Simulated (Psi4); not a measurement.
**OF (Oxygen monofluoride): U-r2SCAN/aug-cc-pVTZ**

Aim: the vertical doublet–quartet gap of OF (Oxygen monofluoride) at U-r2SCAN/aug-cc-pVTZ, from 2 runs. 

Program for the calculation: Psi4 1.11.

**1. The system as given**

The species is OF (2 atoms), meant as a doublet with charge 0. As SMILES, `[O]F`. The coordinates come from a PBE0-D4/def2-TZVP relaxation.

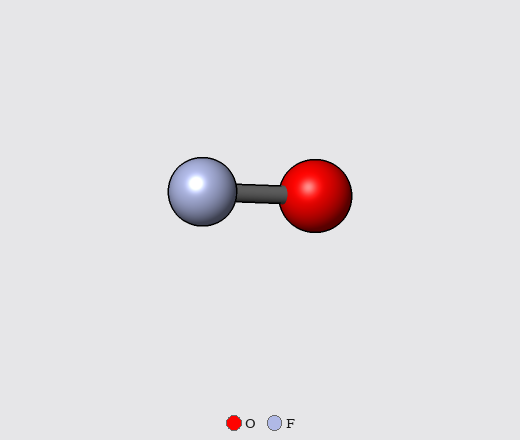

Viewed from a chosen angle; oxygen red, fluorine light blue.

**2. The energy at U-r2SCAN/aug-cc-pVTZ**

The input, fo.xyz:

```xyz
2
FO
O      0.000000     0.000000    -0.015950
F      0.000000     0.000000     1.314400
```

The input, job.py:

```python
import psi4

psi4.set_memory(2200000000)
psi4.set_num_threads(1)
psi4.set_output_file('run.log', False)

with open('fo.xyz') as f:
    atoms = ''.join(f.readlines()[2:])
mol = psi4.geometry('0 2\n' + atoms + 'symmetry c1')

psi4.set_options({
    'basis': 'aug-cc-pVTZ',
    'reference': 'uks',
    'puream': True,
    'e_convergence': 1e-09,
    'd_convergence': 1e-08,
    'scf_type': 'pk',
    'dft_radial_points': 99,
    'dft_spherical_points': 590,
    'maxiter': 100,
})

result, w = psi4.energy("r2scan", return_wfn=True)
psi4.oeprop(w, "LOWDIN_CHARGES", "MAYER_INDICES", "WIBERG_LOWDIN_INDICES")
print(f'total energy {result:.8f} hartree = {result * 27.211386:.5f} eV')
```

On the command line:

```sh
$ python job.py
```

run.log:

```text
[...]
  Running in c1 symmetry.
[...]
  Nuclear repulsion =   28.639650594384939
[...]
  Multiplicity = 2
[...]
  Nalpha       = 9
  Nbeta        = 8
[...]
    Number of basis functions: 92
[...]
   @UKS iter   1:  -174.83403313766368   -2.73769e-01   3.46529e-03 ADIIS/DIIS
[...]
   @UKS iter  23:  -174.87337281002354   -2.84217e-13   5.58473e-09 DIIS
[...]
   @S^2 Observed:                7.541395101E-01
[...]
    Orbital Energies [Eh]
    ---------------------
    Alpha Occupied:
       1A    -24.601694     2A    -19.121051     3A     -1.302061
       4A     -0.920563     5A     -0.547556     6A     -0.528805
       7A     -0.491692     8A     -0.353945     9A     -0.294438
    Alpha Virtual:
      10A     -0.063728    11A      0.074281    12A      0.113482
      13A      0.117050    14A      0.123543    15A      0.183485
      16A      0.197299    17A      0.200428    18A      0.338117
      19A      0.498421    20A      0.499009    21A      0.635378
      22A      0.647079    23A      0.648429    24A      0.704213
      25A      0.735246    26A      0.769945    27A      0.835252
[...]
  @UKS Final Energy:  -174.87337281002354
   => Energetics <=
    Nuclear Repulsion Energy =             28.6396505943849391
    One-Electron Energy =                -299.1120449186212227
    Two-Electron Energy =                 114.4114811538536287
    DFT Exchange-Correlation Energy =     -18.8124596396408670
    Empirical Dispersion Energy =           0.0000000000000000
    VV10 Nonlocal Energy =                  0.0000000000000000
    Total Energy =                       -174.8733728100235396
[...]
 Multipole Moments:
 ------------------------------------------------------------------------------------
     Multipole            Electronic (a.u.)      Nuclear  (a.u.)        Total (a.u.)
 ------------------------------------------------------------------------------------
 L = 1.  Multiply by 2.5417464519 to convert [e a0] to [Debye]
 Dipole X            :          0.0000000            0.0000000            0.0000000
 Dipole Y            :          0.0000000            0.0000000            0.0000000
 Dipole Z            :          0.6246065           -0.5771080            0.0474986
 Magnitude           :                                                    0.0474986
[...]
```

The script printed:

```text
total energy -174.87337281 hartree = -4758.54685 eV
```

It took 48 s on 1 thread of Intel Xeon at 2.50GHz (Skylake/Cascade Lake), shared host; peak memory 1.1 GiB.

**3. The quartet: energy and forces at U-r2SCAN/aug-cc-pVTZ**

The input, job.py:

```python
import psi4

psi4.set_memory(2200000000)
psi4.set_num_threads(1)
psi4.set_output_file('fo.out', False)

molecule = psi4.geometry("""
0 4
O      0.00000000     0.00000000    -0.03014113
F      0.00000000     0.00000000     2.48385602
units au
symmetry c1
""")

psi4.set_options({
    'reference': 'uks',
    'puream': True,
    'e_convergence': 1e-09,
    'd_convergence': 1e-08,
    'scf_type': 'pk',
    'dft_radial_points': 99,
    'dft_spherical_points': 590,
    'maxiter': 100,
})

result, w = psi4.gradient("r2scan/aug-cc-pVTZ", return_wfn=True)
psi4.oeprop(w, "DIPOLE", "WIBERG_LOWDIN_INDICES", "MAYER_INDICES", title="R2SCAN")
print('gradient / Eh bohr^-1')
print(result.np.round(6))
print(f'energy = {w.energy():.10f} Eh')
for k, v in sorted(psi4.core.scalar_variables().items()):
    print(f'{k:45s} {v:18.10f}')
```

On the command line:

```sh
$ python job.py
```

fo.out:

```text
[...]
  Running in c1 symmetry.
[...]
  Nuclear repulsion =   28.639650605809155
[...]
  Multiplicity = 4
[...]
  Nalpha       = 10
  Nbeta        = 7
[...]
    Number of basis functions: 92
[...]
   @UKS iter   1:  -174.69785954377639   -1.37596e-01   2.77424e-03 DIIS/ADIIS
[...]
   @UKS iter  11:  -174.72693591744641   -2.04636e-12   1.78321e-09 DIIS
[...]
   @S^2 Observed:                3.761478635E+00
[...]
    Orbital Energies [Eh]
    ---------------------
    Alpha Occupied:
       1A    -24.564167     2A    -19.140157     3A     -1.305664
       4A     -0.970314     5A     -0.577662     6A     -0.533382
       7A     -0.533382     8A     -0.368464     9A     -0.368464
      10A     -0.121333
    Alpha Virtual:
      11A      0.060072    12A      0.090896    13A      0.104052
      14A      0.104052    15A      0.171489    16A      0.187321
      17A      0.187321    18A      0.336936    19A      0.477105
      20A      0.477106    21A      0.615152    22A      0.615152
      23A      0.617102    24A      0.691633    25A      0.691633
[...]
  @UKS Final Energy:  -174.72693591744641
   => Energetics <=
    Nuclear Repulsion Energy =             28.6396506058091553
    One-Electron Energy =                -299.0837401202338697
    Two-Electron Energy =                 114.6076342601674298
    DFT Exchange-Correlation Energy =     -18.8904806631891304
    Empirical Dispersion Energy =           0.0000000000000000
    VV10 Nonlocal Energy =                  0.0000000000000000
    Total Energy =                       -174.7269359174464114
[...]
  -Total Gradient:
     Atom            X                  Y                   Z
    ------   -----------------  -----------------  -----------------
       1        0.000000000000     0.000000000000     0.351738920576
       2       -0.000000000000    -0.000000000000    -0.350964077246
[...]
 Multipole Moments:
 ------------------------------------------------------------------------------------
     Multipole            Electronic (a.u.)      Nuclear  (a.u.)        Total (a.u.)
 ------------------------------------------------------------------------------------
 L = 1.  Multiply by 2.5417464519 to convert [e a0] to [Debye]
 Dipole X            :          0.0000000            0.0000000            0.0000000
 Dipole Y            :         -0.0000000            0.0000000           -0.0000000
 Dipole Z            :          0.4303837           -0.5771080           -0.1467243
 Magnitude           :                                                    0.1467243
[...]
```

Standard output:

```text
gradient / Eh bohr^-1
[[ 0.        0.        0.351739]
 [-0.       -0.       -0.350964]]
energy = -174.7269359174 Eh
CURRENT ENERGY                                   -174.7269359174
CURRENT REFERENCE ENERGY                         -174.7269359174
DD SOLVATION ENERGY                                 0.0000000000
DFT FUNCTIONAL TOTAL ENERGY                      -174.7269359174
DFT TOTAL ENERGY                                 -174.7269359174
DFT VV10 ENERGY                                     0.0000000000
DFT XC ENERGY                                     -18.8904806632
GRID ELECTRONS ALPHA                                9.9999999963
GRID ELECTRONS BETA                                 6.9999999994
GRID ELECTRONS TOTAL                               16.9999999957
NUCLEAR REPULSION ENERGY                           28.6396506058
ONE-ELECTRON ENERGY                              -299.0837401202
PCM POLARIZATION ENERGY                             0.0000000000
PE ENERGY                                           0.0000000000
SCF ITERATION ENERGY                             -174.7269359174
SCF ITERATIONS                                     11.0000000000
SCF TOTAL ENERGY                                 -174.7269359174
TWO-ELECTRON ENERGY                               114.6076342602
XC GRID RADIAL POINTS                              99.0000000000
XC GRID SPHERICAL POINTS                          590.0000000000
XC GRID TOTAL POINTS                           115256.0000000000
```

Wall time 46 s (1 thread of Intel Xeon at 2.50GHz (Skylake/Cascade Lake), shared host); peak memory 1.1 GiB.

**4. Summary of results**

Level: U-r2SCAN/aug-cc-pVTZ.

| quantity | value |
| --- | --- |
| doublet: total energy | -174.87337 Eh |
| doublet: dipole moment | 0.12 D |
| doublet: HOMO energy (highest over α and β) | -7.45 eV |
| doublet: LUMO energy (lowest over α and β) | -5.74 eV |
| doublet: ⟨S²⟩ | 0.754 |
| quartet: total energy | -174.72694 Eh |
| quartet: dipole moment | 0.37 D |
| quartet: HOMO energy (highest over α and β) | -3.30 eV |
| quartet: ⟨S²⟩ | 3.761 |
| quartet: largest force on an atom | 18.087 eV/Å |
| vertical energy of the quartet above the doublet | 3.985 eV |

At this shape the quartet lies 3.98 eV (384 kJ/mol) above the doublet.
